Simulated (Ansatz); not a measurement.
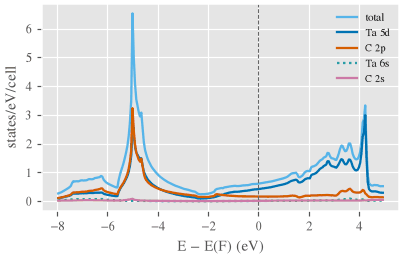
*Total and projected density of states of TaC (rock salt, space group No. 225), the program Ansatz at the LDA level (PAW)*

**Question.** Which orbitals carry the states next to the Fermi level?

**Answer.** Within 0.5 eV of the Fermi level: Ta 5d 69 %, C 2p 26 %. Projections are on Löwdin-orthogonalised atomic valence shells; empty p or d shells of many metals are not among them.

**Question.** Where is the tallest occupied peak in this window, and what makes it?

**Answer.** Near -5.0 eV, about 6.5 states/eV per cell; the largest projected share is C 2p.

Space group Fm-3m (rock salt). The cell was relaxed with LDA under the symmetry of its start. The run is not spin-polarised. Spin–orbit coupling is left out wherever it is not named.

Potentials: the earlier of the program's two PAW sets. The files were generated under PBE; for other functionals the program regenerates the frozen cores, and for LDA and PBEsol the local potential too.
